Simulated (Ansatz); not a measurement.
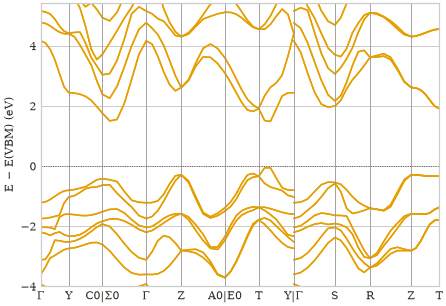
*Band structure from the program Ansatz at the LDA with spin–orbit coupling level (PAW)*

**Question.** Read off the gap and where the band edges lie.

**Answer.** About 1.4 eV (1.43 eV by a search for the band edges); maximum on the T–Y line, 25 % of the way from T, minimum on the T–Y line, 26 % of the way from T.

The material is TlBr in space group Cmcm (No. 63; Tl on 4c, Br on 4c).

The first step of the workflow began from a Materials Project structure, measured or hypothetical; the Crystallography Open Database copy checked does not list it. COD files the formula under space group No. 221, so this cell is another polymorph or a model. Whether it is the stable phase at ambient conditions was not checked. The cell was relaxed with LDA under the symmetry of its start; whether a distortion lowers the energy is not shown. A crystal of weakly bound molecules computed without a dispersion correction: the cell and the soft elastic constants depend strongly on that.

Potentials: the later of the program's two PAW sets.
